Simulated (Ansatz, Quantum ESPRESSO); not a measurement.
# Ba2C (Fm-3m): zone-centre phonons

Which modes does Ba2C (Fm-3m) have at the zone centre?

Program: Quantum ESPRESSO 7.5. Level of theory: DFT LDA, scalar-relativistic, plane waves, PseudoDojo norm-conserving pseudopotentials. Results are calculated unless marked as measured.

The structure was built from a prototype and need not be the compound's stable phase.

**1. Set-up**

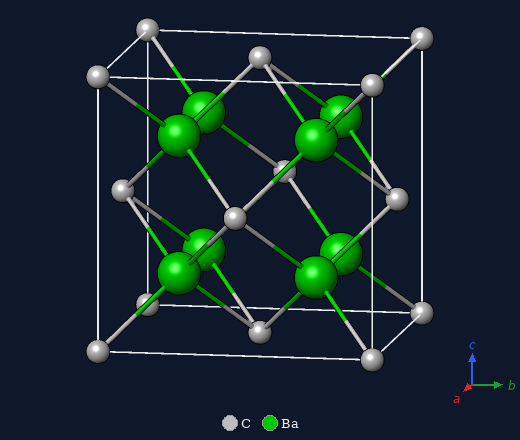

Start, viewed slightly off an axis; carbon light grey, barium green. This picture shows the conventional cell, with its axes. Some periodic images of atoms are drawn too.

**2. A probe with smearing**

Before anything dear is run, a loose run with smearing shows whether this is a metal and how far the cell is from rest.

Contents of probe.in:

```
 &control
    calculation='scf',
    prefix='x',
    outdir='./tmp',
    pseudo_dir='./pseudo',
    tprnfor=.true.,
    tstress=.true.,
    verbosity='high',
 /
 &system
    ibrav=2,
    celldm(1)=11.94027231,
    nat=3,
    ntyp=2,
    ecutwfc=82.0,
    occupations='smearing',
    smearing='gaussian',
    degauss=0.01,
 /
 &electrons
    conv_thr=1.0d-07,
    mixing_beta=0.7,
    electron_maxstep=100,
 /
ATOMIC_SPECIES
 C      12.0110  C.upf
 Ba    137.3270  Ba.upf
ATOMIC_POSITIONS crystal
 C      0.000000000   0.000000000   0.000000000
 Ba     0.750000000   0.750000000   0.750000000
 Ba     0.250000000   0.250000000   0.250000000
K_POINTS automatic
 6 6 6 0 0 0
```

Command:

```bash
$ OMP_NUM_THREADS=1 mpirun -n 4 pw.x -nk 4 -in probe.in > probe.out
```

What it wrote:

```text
[banners, grids, parts of the stress and lines that vanish by symmetry left out]
Program PWSCF v.7.5
     bravais-lattice index     =            2
     lattice parameter (alat)  =      11.9403  a.u.
[...]
kinetic-energy cutoff     =      82.0000  Ry
     charge density cutoff     =     328.0000  Ry
     scf convergence threshold =      1.0E-07
[...]
Exchange-correlation= SLA  PW   NOGX NOGC
                           (   1   4   0   0   0   0   0)
[...]
48 Sym. Ops., with inversion, found
[...]
(     0          1          0      )
                  (     0          0          1      )
[...]
(  0.0000000  1.0000000  0.0000000 )
                  (  0.0000000  0.0000000  1.0000000 )
[...]
(     1          0         -1      )
                  (     0          0         -1      )
[...]
(     0          1         -1      )
                  (     0          1          0      )
[...]
( -1.0000000  0.0000000  0.0000000 )
                  (  0.0000000  1.0000000  0.0000000 )
[...]
number of k points=    16  Gaussian smearing, width (Ry)=  0.0100
[...]
End of self-consistent calculation
[...]
the Fermi energy is    13.6140 ev
!    total energy              =    -124.54974500 Ry
[...]
convergence has been achieved in  16 iterations
[...]
atom    1 type  1   force =    -0.00000000    0.00000000   -0.00000000
     atom    2 type  2   force =    -0.00000000   -0.00000000   -0.00000000
     atom    3 type  2   force =     0.00000000    0.00000000    0.00000000
[...]
Total force =     0.000000     Total SCF correction =     0.000000
[...]
total   stress  (Ry/bohr**3)                   (kbar)     P=      176.71
[...]
XML data file, charge density, pseudopotentials, collected wavefunctions

   JOB DONE.
```

Run time: 12 s. Hardware: 4 MPI ranks of Arm Neoverse V1, shared host; 48 s of CPU time.

Numbers from this step:

```yaml
volume_per_atom: 21.02 Å³
pressure: 17.67 GPa
gap_on_the_k_mesh: 0 eV
```

No gap opens on this mesh, so smearing is kept; the start stands at 18 GPa.

**3. Relaxation**

The relaxation runs at a cutoff a fifth above that of the response, since stress converges more slowly with the basis than frequencies do. Forces and stress are brought to rest with tight thresholds.

Contents of relax.in:

```
 &control
    calculation='vc-relax',
    prefix='x',
    outdir='./tmp',
    pseudo_dir='./pseudo',
    tprnfor=.true.,
    tstress=.true.,
    forc_conv_thr=2.0d-05,
    etot_conv_thr=1.0d-07,
    nstep=40,
 /
 &system
    ibrav=2,
    celldm(1)=11.94027231,
    nat=3,
    ntyp=2,
    ecutwfc=98,
    occupations='smearing',
    smearing='mv',
    degauss=0.02,
 /
 &electrons
    conv_thr=1.0d-11,
    mixing_beta=0.7,
    electron_maxstep=100,
 /
 &ions
 /
 &cell
    press_conv_thr=0.2,
 /
ATOMIC_SPECIES
 C      12.0110  C.upf
 Ba    137.3270  Ba.upf
ATOMIC_POSITIONS crystal
 C      0.000000000   0.000000000   0.000000000
 Ba     0.750000000   0.750000000   0.750000000
 Ba     0.250000000   0.250000000   0.250000000
K_POINTS automatic
 8 8 8 0 0 0
```

Command:

```bash
$ OMP_NUM_THREADS=1 mpirun -n 4 pw.x -nk 4 -in relax.in > relax.out
```

What it wrote:

```text
[banners, grids, parts of the stress and lines that vanish by symmetry left out]
[banner, memory and clock lines left out]
Program PWSCF v.7.5

[...]
kinetic-energy cutoff     =      98.0000  Ry
     charge density cutoff     =     392.0000  Ry
     scf convergence threshold =      1.0E-11
[...]
energy convergence thresh.=      1.0E-07
     force convergence thresh. =      2.0E-05
     press convergence thresh. =      2.0E-01
     Exchange-correlation= SLA  PW   NOGX NOGC
                           (   1   4   0   0   0   0   0)
[...]
48 Sym. Ops., with inversion, found
[...]
number of k points=    29  Marzari-Vanderbilt smearing, width (Ry)=  0.0200
[...]
End of self-consistent calculation
[...]
the Fermi energy is    13.5868 ev
!    total energy              =    -124.54858866 Ry
[...]
convergence has been achieved in  26 iterations
[...]
atom    1 type  1   force =     0.00000000    0.00000000    0.00000000
     atom    2 type  2   force =    -0.00000000    0.00000000    0.00000000
     atom    3 type  2   force =     0.00000000    0.00000000    0.00000000
     Total force =     0.000000     Total SCF correction =     0.000000
[...]
total   stress  (Ry/bohr**3)                   (kbar)     P=      174.92
[...]
number of bfgs steps    =   0
[...]
CELL_PARAMETERS (alat= 11.94027231)
[...]
ATOMIC_POSITIONS (crystal)
C                0.0000000000        0.0000000000        0.0000000000
Ba               0.7500000000        0.7500000000        0.7500000000
Ba               0.2500000000        0.2500000000        0.2500000000
[...]
New effective cutoffs (rho, wfc):  368.74   92.41
[...]
End of self-consistent calculation
[...]
the Fermi energy is    12.2378 ev
!    total energy              =    -124.58356216 Ry
[...]
convergence has been achieved in   9 iterations
[...]
atom    1 type  1   force =    -0.00000000   -0.00000000   -0.00000000
     atom    2 type  2   force =    -0.00000000   -0.00000000   -0.00000000
     atom    3 type  2   force =     0.00000000    0.00000000    0.00000000
     Total force =     0.000000     Total SCF correction =     0.000000
[...]
total   stress  (Ry/bohr**3)                   (kbar)     P=       93.50
[...]
number of bfgs steps    =   1
[...]
CELL_PARAMETERS (alat= 11.94027231)
[...]
ATOMIC_POSITIONS (crystal)
C                0.0000000000       -0.0000000000        0.0000000000
[...]
New effective cutoffs (rho, wfc):  346.39   86.81
[...]
End of self-consistent calculation
[...]
the Fermi energy is    10.9355 ev
!    total energy              =    -124.60201223 Ry
[...]
convergence has been achieved in  12 iterations
[...]
atom    1 type  1   force =     0.00000000    0.00000000    0.00000000
     atom    2 type  2   force =     0.00000000    0.00000000   -0.00000000
     atom    3 type  2   force =    -0.00000000   -0.00000000   -0.00000000
     Total force =     0.000000     Total SCF correction =     0.000000
[...]
total   stress  (Ry/bohr**3)                   (kbar)     P=       29.81
[...]
number of bfgs steps    =   2
[...]
CELL_PARAMETERS (alat= 11.94027231)
[...]
ATOMIC_POSITIONS (crystal)
[...]
New effective cutoffs (rho, wfc):  335.69   84.13
[...]
End of self-consistent calculation
[...]
the Fermi energy is    10.2037 ev
!    total energy              =    -124.60497374 Ry
[...]
convergence has been achieved in   9 iterations
[...]
atom    1 type  1   force =     0.00000000   -0.00000000    0.00000000
     atom    2 type  2   force =    -0.00000000   -0.00000000   -0.00000000
     atom    3 type  2   force =     0.00000000   -0.00000000    0.00000000
     Total force =     0.000000     Total SCF correction =     0.000000
[...]
total   stress  (Ry/bohr**3)                   (kbar)     P=        0.45
[...]
number of bfgs steps    =   4
[...]
CELL_PARAMETERS (alat= 11.94027231)
[...]
ATOMIC_POSITIONS (crystal)
[...]
New effective cutoffs (rho, wfc):  333.15   83.49
[...]
End of self-consistent calculation
[...]
the Fermi energy is    10.1917 ev
!    total energy              =    -124.60497457 Ry
[...]
convergence has been achieved in   8 iterations
[...]
atom    1 type  1   force =     0.00000000    0.00000000   -0.00000000
     atom    2 type  2   force =     0.00000000    0.00000000    0.00000000
     atom    3 type  2   force =    -0.00000000    0.00000000   -0.00000000
     Total force =     0.000000     Total SCF correction =     0.000000
[...]
total   stress  (Ry/bohr**3)                   (kbar)     P=        0.01
[...]
number of bfgs steps    =   5
[...]
small trust_radius: resetting bfgs history
[...]
CELL_PARAMETERS (alat= 11.94027231)
[...]
ATOMIC_POSITIONS (crystal)
[...]
New effective cutoffs (rho, wfc):  333.15   83.49
[...]
End of self-consistent calculation
[...]
the Fermi energy is    10.1916 ev
!    total energy              =    -124.60497457 Ry
[...]
convergence has been achieved in   4 iterations
[...]
atom    1 type  1   force =     0.00000000    0.00000000    0.00000000
     atom    2 type  2   force =    -0.00000000   -0.00000000    0.00000000
     atom    3 type  2   force =    -0.00000000   -0.00000000   -0.00000000
     Total force =     0.000000     Total SCF correction =     0.000000
[...]
total   stress  (Ry/bohr**3)                   (kbar)     P=        0.01
[...]
bfgs converged in   7 scf cycles and   6 bfgs steps
[...]
End of BFGS Geometry Optimization
     Final enthalpy           =    -124.6049745675 Ry
     File ./tmp/x.bfgs deleted, as requested
[...]
CELL_PARAMETERS (alat= 11.94027231)
[...]
ATOMIC_POSITIONS (crystal)
[...]
Ba               0.7500000000        0.7500000000        0.7500000000
Ba               0.2500000000        0.2500000000        0.2500000000
[...]
Final scf calculation at the relaxed structure.
[...]
kinetic-energy cutoff     =      98.0000  Ry
     charge density cutoff     =     392.0000  Ry
     scf convergence threshold =      1.0E-13
[...]
press convergence thresh. =      2.0E-01
     Exchange-correlation= SLA  PW   NOGX NOGC
                           (   1   4   0   0   0   0   0)
[...]
48 Sym. Ops., with inversion, found
[...]
number of k points=    29  Marzari-Vanderbilt smearing, width (Ry)=  0.0200
[...]
c_bands:  1 eigenvalues not converged
     c_bands:  1 eigenvalues not converged
     c_bands:  1 eigenvalues not converged
     c_bands:  1 eigenvalues not converged
[...]
End of self-consistent calculation
[...]
the Fermi energy is    10.1916 ev
!    total energy              =    -124.60500366 Ry
[...]
convergence has been achieved in  26 iterations
[...]
atom    1 type  1   force =     0.00000000    0.00000000    0.00000000
     atom    2 type  2   force =     0.00000000    0.00000000    0.00000000
     atom    3 type  2   force =     0.00000000    0.00000000   -0.00000000
     Total force =     0.000000     Total SCF correction =     0.000000
[...]
total   stress  (Ry/bohr**3)                   (kbar)     P=        0.13
[...]
XML data file, charge density, pseudopotentials, collected wavefunctions
```

Run time: 3.7 min. Hardware: 4 MPI ranks; 15 min of CPU time.

Step by step:

```csv
step,energy less that of the first step (eV),largest force (eV/Å),pressure (GPa),volume (Å³)
1,0.0000,0.0000,17.49,63.06
2,-0.4758,0.0000,9.35,68.86
3,-0.7269,0.0000,2.98,75.63
4,-0.7657,0.0000,0.53,79.27
5,-0.7672,0.0000,0.04,80.10
6,-0.7672,0.0000,0.00,80.18
7,-0.7672,0.0000,0.00,80.18
8,-0.7676,0.0000,0.01,80.18
```

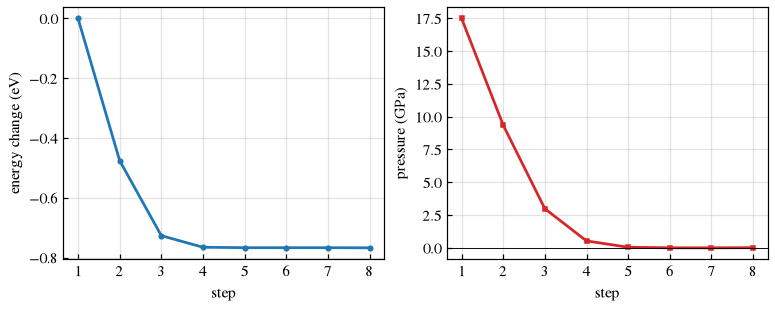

Energy and pressure along the relaxation.

```csv
"conventional cell, symmetrised",before,after,change
a (Å),6.319,6.845,+8.3 %
b (Å),6.319,6.845,+8.3 %
c (Å),6.319,6.845,+8.3 %
volume (Å³/atom),21.02,26.73,+27.1 %
```

Final coordinates:

```
CELL_PARAMETERS angstrom
-3.42254 0.00000 3.42254
0.00000 3.42254 3.42254
-3.42254 3.42254 0.00000
ATOMIC_POSITIONS crystal
C 0.00000 0.00000 0.00000
Ba 0.75000 0.75000 0.75000
Ba 0.25000 0.25000 0.25000
```

The last row of the table of steps is pw.x's closing run on a basis chosen anew for the final cell, so its energy can jump.

This step gave:

| Item | Value |
| --- | --- |
| volume per atom | 26.73 Å³ |
| pressure | 0.01300 GPa |

The volume changes by +27.1 % from the cell with which this run began.

**4. Self-consistent run for the response**

Perturbation theory inherits every error of the wavefunctions, so the threshold is set near the limit of the arithmetic. Smearing stays on, as the first look found no gap above 0.3 eV.

Contents of scf.in:

```
 &control
    calculation='scf',
    prefix='x',
    outdir='./tmp',
    pseudo_dir='./pseudo',
    tprnfor=.true.,
    tstress=.true.,
 /
 &system
    ibrav=2,
    celldm(1)=12.93532035,
    nat=3,
    ntyp=2,
    ecutwfc=82.0,
    occupations='smearing',
    smearing='mv',
    degauss=0.02,
 /
 &electrons
    conv_thr=1.0d-12,
    mixing_beta=0.7,
    electron_maxstep=100,
 /
ATOMIC_SPECIES
 C      12.0110  C.upf
 Ba    137.3270  Ba.upf
ATOMIC_POSITIONS crystal
 C      0.000000000   0.000000000   0.000000000
 Ba     0.750000000   0.750000000   0.750000000
 Ba     0.250000000   0.250000000   0.250000000
K_POINTS automatic
 8 8 8 0 0 0
```

Command:

```bash
$ OMP_NUM_THREADS=1 mpirun -n 4 pw.x -nk 4 -in scf.in > scf.out
```

What it wrote:

```text
[banners, grids, parts of the stress and lines that vanish by symmetry left out]
[banner, memory and clock lines left out]
Program PWSCF v.7.5

[...]
kinetic-energy cutoff     =      82.0000  Ry
     charge density cutoff     =     328.0000  Ry
     scf convergence threshold =      1.0E-12
[...]
Exchange-correlation= SLA  PW   NOGX NOGC
                           (   1   4   0   0   0   0   0)
[...]
48 Sym. Ops., with inversion, found
[...]
number of k points=    29  Marzari-Vanderbilt smearing, width (Ry)=  0.0200
[...]
End of self-consistent calculation
[...]
the Fermi energy is    10.1916 ev
!    total energy              =    -124.60495905 Ry
[...]
convergence has been achieved in  23 iterations
[...]
atom    1 type  1   force =    -0.00000000   -0.00000000   -0.00000000
     atom    2 type  2   force =     0.00000000    0.00000000    0.00000000
     atom    3 type  2   force =     0.00000000    0.00000000    0.00000000
     Total force =     0.000000     Total SCF correction =     0.000000
[...]
total   stress  (Ry/bohr**3)                   (kbar)     P=       -0.05
[...]
XML data file, charge density, pseudopotentials, collected wavefunctions
```

The job ended after 46 s (4 MPI ranks; 3 min of CPU time).

This step gave:

| Item | Value |
| --- | --- |
| pressure | -0.005 GPa |

The cell stands at -0.005 GPa, close enough for phonons.

(Continued in part 2 of 3.)

[Host names and launcher messages were left out of these logs when they were recorded.]

[Logs are printed without paths, hosts, clocks, repeated set-up lines and the standing remarks that a program may print on its own settings, such as how far it seeks lower states.]

[Hosts, paths, dates, database ids (printed as entryN), source tags and the programs' standing remarks are cut or masked in the printed files.]
